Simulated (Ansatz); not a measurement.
# Run report: GeCl₂F₂, geometry relaxation

The run: geometry relaxation of GeCl₂F₂. Method and program: RHF/def2-SVP (Ansatz 0.2.0).

It belongs to a series of runs on one base structure; here: start relaxed. Figures and captions count atoms from 1; the log counts them from 0 in places.

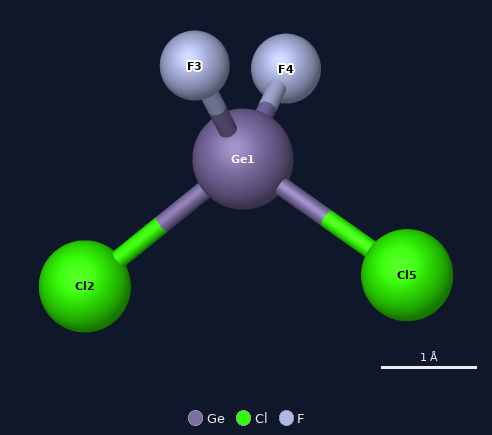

Fig. 1: The starting structure (ball-and-stick view, seen at a tilt; atoms are numbered from 1 in the order of the input). Sticks mark near contacts. Bond lengths as drawn: Cl–Ge 2.22 Å and F–Ge 1.68 Å.

### Summary

```csv
quantity,value
outcome,converged
total energy,−86877.5194 eV
mean-field energy,−86877.5194 eV
largest force (length of the vector) at the end,0.016 eV/Å
hardware,"1 thread of Arm Neoverse V1, 24 GiB of memory available, shared host"
wall time,13 s
peak memory,0.21 GiB
```

### Input file
```yaml
crystal:
  periodic: [false, false, false]
  atoms:
    - { symbol: Ge, position_ang: [0.0, 0.0, 0.0] }
    - { symbol: Cl, position_ang: [0.0, 0.0, 2.22] }
    - { symbol: F, position_ang: [1.5842, 0.0, -0.5594] }
    - { symbol: F, position_ang: [-0.7913, 1.3709, -0.5594] }
    - { symbol: Cl, position_ang: [-1.0456, -1.8115, -0.7393] }
basis:
  gaussian: { orbitals: def2-SVP }
hamiltonian:
  xc: hf
relax:
  f_tol: 0.02
  max_steps: 40
output:
  orbitals: {}
```

Launched with:
```bash
ansatz run input.yaml --threads 1 --pin off --max-ram 2048MiB --backend cpu --events-out ev --progress --plain --runs-dir out
```

### What the program printed
```
The last accepted step is kept in [file] (removed where the run ends without a failure and the disk answers)
Engine: ansatz 0.2.0, aarch64-unknown-linux-gnu
Functional definition: HF
  exchange = exact_x
  correlation = 0
948 factors; integrals over basis functions are off by at most 3.7e-4 eV
mean field evaluation 1: about -86874.3693 eV, gradient 3.8e1 eV
mean field evaluation 2: about -86874.4038 eV, gradient 3.8e1 eV
mean field evaluation 4: about -86877.2336 eV, gradient 2.1e0 eV
mean field evaluation 8: about -86877.2516 eV, gradient 1.2e-4 eV
mean field -86877.25159648 eV, -3192.6801086543 hartree, gradient 1.7e-5 eV, S^2 0.000000; 0 other end points of the search recorded, 0 dependent functions left out
the calculation of the forces begins
reference -86877.25159648 eV, -3192.6801086543 hartree; 42, 42 occupied and 54, 54 virtual orbitals, 948 factors
relax step   1: F+E_penalty+E_count = -86877.25159648 eV  Δ(F+E_penalty+E_count) = +0.000e0 eV  max|allowed force component| = 2.040e0 eV/Å  Δτ_max = 0.0000 Å  (35 SCF iters, accepted)
these checks for a lower state are left out or cut short: starts, cluster_reference, orbital_swaps, neighbouring_geometries, increment
948 factors; integrals over basis functions are off by at most 4.1e-4 eV
mean field evaluation 16: about -86877.5127 eV, gradient 3.3e-3 eV
mean field -86877.51269645 eV, -3192.6897039012 hartree, gradient 4.0e-5 eV, S^2 0.000000; 0 other end points of the search recorded, 0 dependent functions left out
the calculation of the forces begins
reference -86877.51269645 eV, -3192.6897039012 hartree; 42, 42 occupied and 54, 54 virtual orbitals, 948 factors
relax step   2: F+E_penalty+E_count = -86877.51269645 eV  Δ(F+E_penalty+E_count) = -2.611e-1 eV  max|allowed force component| = 3.990e-1 eV/Å  Δτ_max = 0.0886 Å  (33 SCF iters, accepted)
these checks for a lower state are left out or cut short: starts, cluster_reference, orbital_swaps, neighbouring_geometries, increment
948 factors; integrals over basis functions are off by at most 4.1e-4 eV
mean field -86877.51824979 eV, -3192.6899079830 hartree, gradient 4.1e-5 eV, S^2 0.000000; 0 other end points of the search recorded, 0 dependent functions left out
the calculation of the forces begins
reference -86877.51824979 eV, -3192.6899079830 hartree; 42, 42 occupied and 54, 54 virtual orbitals, 948 factors
relax step   3: F+E_penalty+E_count = -86877.51824979 eV  Δ(F+E_penalty+E_count) = -5.553e-3 eV  max|allowed force component| = 1.466e-1 eV/Å  Δτ_max = 0.0141 Å  (35 SCF iters, accepted)
these checks for a lower state are left out or cut short: starts, cluster_reference, orbital_swaps, neighbouring_geometries, increment
948 factors; integrals over basis functions are off by at most 4.1e-4 eV
mean field evaluation 32: about -86877.5194 eV, gradient 4.2e-5 eV
mean field -86877.51942073 eV, -3192.6899510140 hartree, gradient 4.2e-5 eV, S^2 0.000000; 0 other end points of the search recorded, 0 dependent functions left out
the calculation of the forces begins
reference -86877.51942073 eV, -3192.6899510140 hartree; 42, 42 occupied and 54, 54 virtual orbitals, 948 factors
relax step   4: F+E_penalty+E_count = -86877.51942073 eV  Δ(F+E_penalty+E_count) = -1.171e-3 eV  max|allowed force component| = 1.463e-2 eV/Å  Δτ_max = 0.0083 Å  (35 SCF iters, accepted)
```

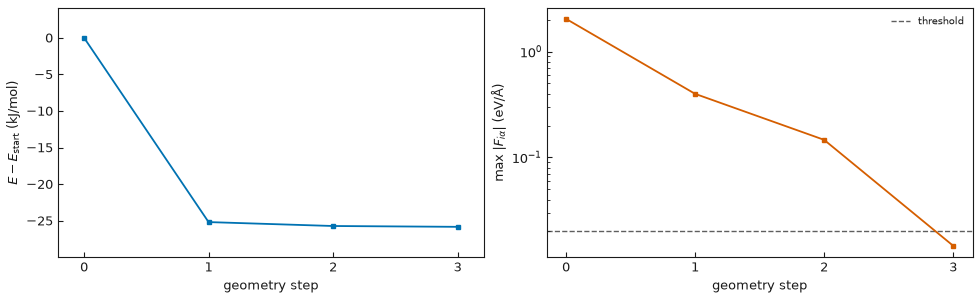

Fig. 2: Progress of the relaxation, step by step (the first geometry is step 0 here and step 1 in the log).

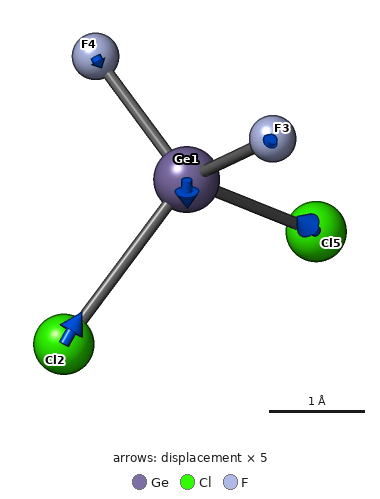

Fig. 3: The starting structure with the displacements as blue arrows, magnified 5 times (ball-and-stick view, seen at a tilt). The two geometries are laid on each other by the best rigid fit. Over 3 geometry steps the energy falls by 25.8 kJ/mol. Largest force component: 2 eV/Å at the start, 0.015 eV/Å at the end. Cl2 moves most after the best rigid fit: 0.080 Å. Largest moves by element: Cl 0.080 Å, Ge 0.070 Å, F 0.030 Å. Among the contacts that change: Ge1–Cl2 2.220 → 2.102 Å, Ge1–F3 1.680 → 1.691 Å. Among the angles that change: Cl2–Ge1–Cl5 109.5° → 113.4°, F3–Ge1–F4 109.5° → 106.1°. (Atoms are counted from 1 in the order of the input.)

```
948 factors; integrals over basis functions are off by at most 4.1e-4 eV
mean field -86877.51942073 eV, -3192.6899510140 hartree, gradient 4.2e-5 eV, S^2 0.000000; 1 other end points of the search recorded, 0 dependent functions left out
the calculation of the forces begins
reference -86877.51942073 eV, -3192.6899510140 hartree; 42, 42 occupied and 54, 54 virtual orbitals, 948 factors
Total energy: -86877.51942073 eV, -3192.6899510140 hartree
Atom 0 at    -0.028058    -0.049194     0.040594 Å, force     0.003561     0.006051    -0.004904 eV/Å
Atom 1 at     0.007544     0.012890     2.141323 Å, force    -0.004125    -0.007170     0.002857 eV/Å
Atom 2 at     1.557782    -0.006188    -0.546199 Å, force    -0.011376     0.010361    -0.002370 eV/Å
Atom 3 at    -0.783648     1.345618    -0.546465 Å, force     0.014626    -0.004521    -0.002412 eV/Å
Atom 4 at    -1.006321    -1.743727    -0.727353 Å, force    -0.002687    -0.004721     0.006829 eV/Å
Dipole moment:    -0.114292    -0.197938     0.161587 e Å
```

### Trajectory as extended XYZ (Å, eV, eV/Å), 4 frames, from step=1 to step=4
```
5
Properties=species:S:1:pos:R:3:forces:R:3 step=1 energy=-86877.25160
Ge    0.0000    0.0000    0.0000   -1.1336  -2.0397   1.6696
Cl    0.0000    0.0000    2.2200    0.0414   0.0716  -1.9954
F     1.5842    0.0000   -0.5594    0.1423   0.1121  -0.1195
F    -0.7913    1.3709   -0.5594    0.0041   0.2178  -0.1351
Cl   -1.0456   -1.8115   -0.7393    0.9458   1.6382   0.5804
5
Properties=species:S:1:pos:R:3:forces:R:3 step=2 energy=-86877.51270
Ge   -0.0211   -0.0367    0.0305   -0.2107  -0.3990   0.3192
Cl    0.0058    0.0099    2.1322    0.0156   0.0276   0.0373
F     1.5622   -0.0193   -0.5398    0.2510   0.1061  -0.1537
F    -0.7971    1.3428   -0.5400   -0.0431   0.2867  -0.1604
Cl   -1.0025   -1.7373   -0.7211   -0.0128  -0.0214  -0.0425
5
Properties=species:S:1:pos:R:3:forces:R:3 step=3 energy=-86877.51825
Ge   -0.0267   -0.0468    0.0387   -0.0773  -0.1466   0.1165
Cl    0.0107    0.0183    2.1401   -0.0088  -0.0151  -0.0043
F     1.5579   -0.0133   -0.5419    0.1019   0.0454  -0.0638
F    -0.7898    1.3421   -0.5421   -0.0152   0.1174  -0.0665
Cl   -1.0047   -1.7409   -0.7329   -0.0007  -0.0011   0.0181
5
Properties=species:S:1:pos:R:3:forces:R:3 step=4 energy=-86877.51942
Ge   -0.0281   -0.0492    0.0406    0.0036   0.0061  -0.0049
Cl    0.0075    0.0129    2.1413   -0.0041  -0.0072   0.0029
F     1.5578   -0.0062   -0.5462   -0.0114   0.0104  -0.0024
F    -0.7836    1.3456   -0.5465    0.0146  -0.0045  -0.0024
Cl   -1.0063   -1.7437   -0.7274   -0.0027  -0.0047   0.0068
```

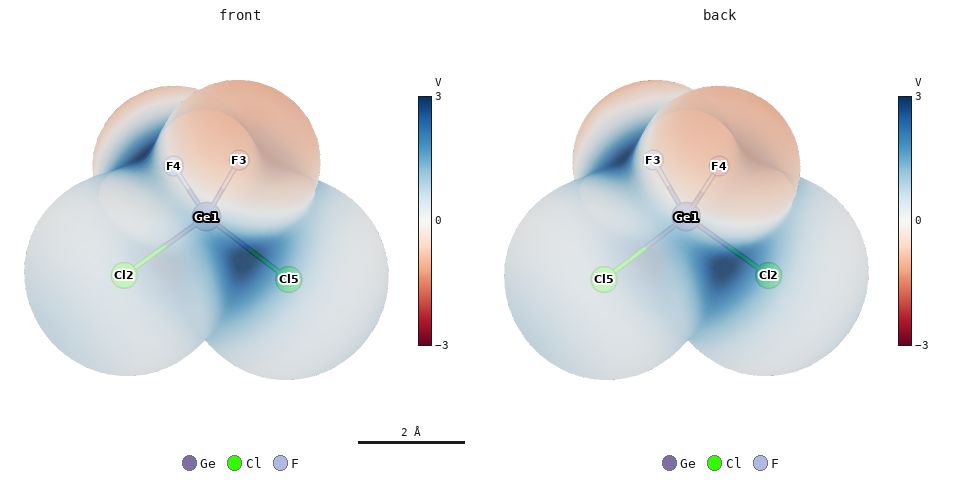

Fig. 4: The molecular electrostatic potential painted on the density surface at 0.002 e/bohr³, seen at a tilt and from behind; the colour scale runs from red (negative) to blue (positive).

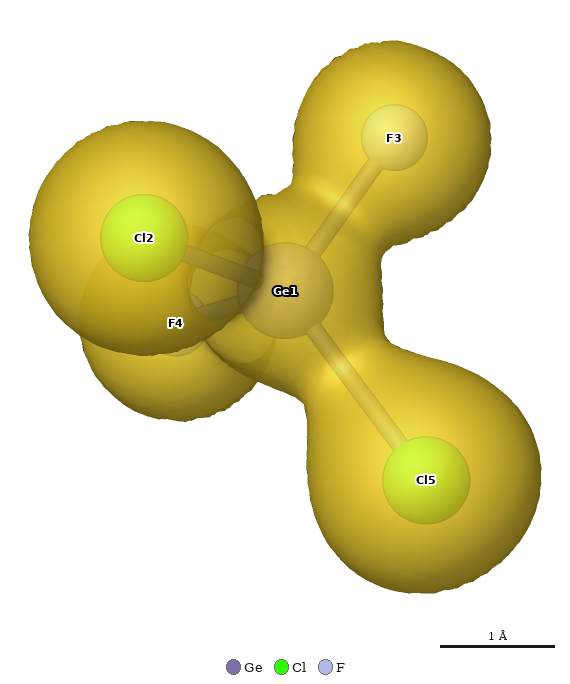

Fig. 5: Isosurface of the total electron density at 0.5 e/Å³ (yellow), seen at an oblique angle. At this value the surface is in one piece. On the grid the lowest density along these lines, outside the cores, is 1 e/Å³ (Ge–F, 1.69 Å) and 0.75 e/Å³ (Ge–Cl, 2.10 Å).
